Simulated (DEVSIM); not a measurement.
Device: Schottky contact on n-type InP, at 450 K.

| layer (left to right) | material | thickness (μm) | Nd (cm⁻³) | τn (s) | τp (s) |
|---|---|---|---|---|---|
| 1 | InP | 14.0 | 1e15 | 7.1e-9 | 7.1e-9 |

Left contact: Schottky, work function 5.41 eV, emission velocity 2e6 cm/s. Right contact: ohmic. Voltage is applied to the left contact. Recombination: SRH at mid-gap, Auger. Mobility is constant in doping.

The device is made up for the run: typed textbook-type constants, with dimensions and the other settings drawn at random. Values at 300 K; Nc and Nv go as T^1.5, mobilities as T to minus their exponent, the gap by Varshni's rule with the affinity fixed.

```tsv
parameter	InP
gap (eV)	1.344
affinity (eV)	4.38
permittivity	12.5
Nc (cm⁻³)	5.7e17
Nv (cm⁻³)	1.1e19
μn (cm²/Vs)	5200
μp (cm²/Vs)	170
T exponent of μn	2
T exponent of μp	2
Cn (cm⁶/s)	9e-31
Cp (cm⁶/s)	9e-31
Varshni α (eV/K)	0.000363
Varshni β (K)	162
```

DEVSIM, 1D drift-diffusion, Boltzmann statistics, complete ionisation; no tunnelling, impact ionisation, image-force lowering or self-heating. Metal contacts follow the ideal Schottky-Mott rule: no Fermi-level pinning, no interface dipoles.

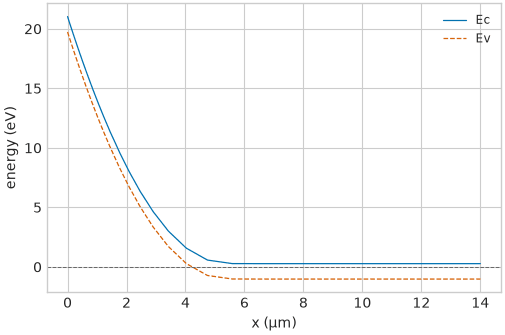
Fig. 1. Band edges at -20.0 V on the left contact

Energies count from the Fermi level of the right contact; mesh points crowd at the junctions.

```json
[
 {"x (μm)": "0.000", "Ec (eV)": "21.030", "Ev (eV)": "19.735", "n (cm⁻³)": "33000", "p (cm⁻³)": "2.2e16", "field (V/cm)": "-79000"},
 {"x (μm)": "0.01516", "Ec (eV)": "20.912", "Ev (eV)": "19.617", "n (cm⁻³)": "34000", "p (cm⁻³)": "1.0e15", "field (V/cm)": "-77000"},
 {"x (μm)": "0.03985", "Ec (eV)": "20.722", "Ev (eV)": "19.427", "n (cm⁻³)": "47000", "p (cm⁻³)": "7.7e12", "field (V/cm)": "-77000"},
 {"x (μm)": "0.08442", "Ec (eV)": "20.380", "Ev (eV)": "19.086", "n (cm⁻³)": "410000", "p (cm⁻³)": "2.6e9", "field (V/cm)": "-76000"},
 {"x (μm)": "0.1839", "Ec (eV)": "19.629", "Ev (eV)": "18.334", "n (cm⁻³)": "1500000", "p (cm⁻³)": "1.5e9", "field (V/cm)": "-75000"},
 {"x (μm)": "0.3148", "Ec (eV)": "18.662", "Ev (eV)": "17.368", "n (cm⁻³)": "2900000", "p (cm⁻³)": "1.5e9", "field (V/cm)": "-73000"},
 {"x (μm)": "0.5281", "Ec (eV)": "17.140", "Ev (eV)": "15.846", "n (cm⁻³)": "5500000", "p (cm⁻³)": "1.5e9", "field (V/cm)": "-70000"},
 {"x (μm)": "1.035", "Ec (eV)": "13.790", "Ev (eV)": "12.495", "n (cm⁻³)": "1.3e7", "p (cm⁻³)": "1.4e9", "field (V/cm)": "-62000"},
 {"x (μm)": "1.772", "Ec (eV)": "9.574", "Ev (eV)": "8.279", "n (cm⁻³)": "2.7e7", "p (cm⁻³)": "1.4e9", "field (V/cm)": "-52000"},
 {"x (μm)": "2.903", "Ec (eV)": "4.642", "Ev (eV)": "3.348", "n (cm⁻³)": "6.6e7", "p (cm⁻³)": "1.3e9", "field (V/cm)": "-35000"},
 {"x (μm)": "4.745", "Ec (eV)": "0.571", "Ev (eV)": "-0.724", "n (cm⁻³)": "4.2e11", "p (cm⁻³)": "2.7e8", "field (V/cm)": "-8800"},
 {"x (μm)": "8.521", "Ec (eV)": "0.270", "Ev (eV)": "-1.025", "n (cm⁻³)": "1.0e15", "p (cm⁻³)": "6.0e7", "field (V/cm)": "≈ 0"},
 {"x (μm)": "10.65", "Ec (eV)": "0.270", "Ev (eV)": "-1.025", "n (cm⁻³)": "1.0e15", "p (cm⁻³)": "6.5e7", "field (V/cm)": "≈ 0"},
 {"x (μm)": "11.95", "Ec (eV)": "0.270", "Ev (eV)": "-1.025", "n (cm⁻³)": "1.0e15", "p (cm⁻³)": "6.6e7", "field (V/cm)": "≈ 0"},
 {"x (μm)": "12.99", "Ec (eV)": "0.270", "Ev (eV)": "-1.025", "n (cm⁻³)": "1.0e15", "p (cm⁻³)": "6.7e7", "field (V/cm)": "≈ 0"},
 {"x (μm)": "13.39", "Ec (eV)": "0.270", "Ev (eV)": "-1.025", "n (cm⁻³)": "1.0e15", "p (cm⁻³)": "6.7e7", "field (V/cm)": "≈ 0"},
 {"x (μm)": "13.63", "Ec (eV)": "0.270", "Ev (eV)": "-1.025", "n (cm⁻³)": "1.0e15", "p (cm⁻³)": "6.7e7", "field (V/cm)": "≈ 0"},
 {"x (μm)": "13.78", "Ec (eV)": "0.270", "Ev (eV)": "-1.025", "n (cm⁻³)": "1.0e15", "p (cm⁻³)": "6.7e7", "field (V/cm)": "≈ 0"},
 {"x (μm)": "13.90", "Ec (eV)": "0.270", "Ev (eV)": "-1.025", "n (cm⁻³)": "1.0e15", "p (cm⁻³)": "6.7e7", "field (V/cm)": "≈ 0"},
 {"x (μm)": "13.95", "Ec (eV)": "0.270", "Ev (eV)": "-1.025", "n (cm⁻³)": "1.0e15", "p (cm⁻³)": "6.7e7", "field (V/cm)": "≈ 0"},
 {"x (μm)": "13.98", "Ec (eV)": "0.270", "Ev (eV)": "-1.025", "n (cm⁻³)": "1.0e15", "p (cm⁻³)": "6.7e7", "field (V/cm)": "≈ 0"},
 {"x (μm)": "14.00", "Ec (eV)": "0.270", "Ev (eV)": "-1.025", "n (cm⁻³)": "1.0e15", "p (cm⁻³)": "6.7e7", "field (V/cm)": "≈ 0"}
]
```
